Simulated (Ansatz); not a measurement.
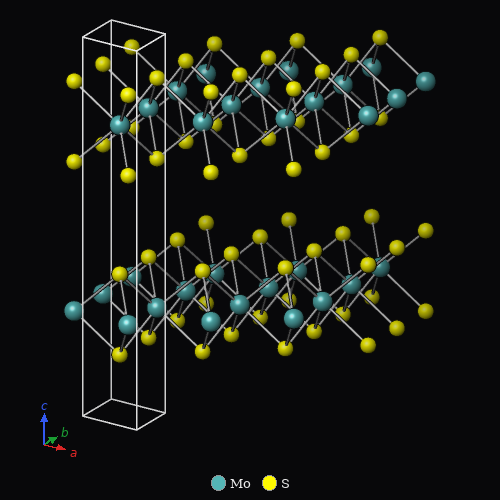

MoS₂: the geometry relaxed with DFT PBE, scalar-relativistic, plane waves, PAW in Ansatz 0.2.0.

Bonds are taken as Mo–S below 2.7 Å. Atoms with one bond or none are removed and atoms with two bonds are replaced by edges, until no such atom is left.

What kind of net remains, and which atoms are its nodes?

Answer. A binodal (3,6)-connected, two-periodic (layers) net: S is a 3-connected node; Mo is a 6-connected node, in the ratio 2:1.

Name the underlying net.

Answer. It is the net of the trigonal-prismatic layers of 2H-MoS2.

How do the layers lie?

Answer. The layers lie parallel to (001).

Give the first five terms of the coordination sequence (nodes one, two, three … edges away).

Answer. S: 3, 13, 9, 24, 15; Mo: 6, 6, 18, 12, 30.

How many nodes does the smallest cycle have?

Answer. Four.
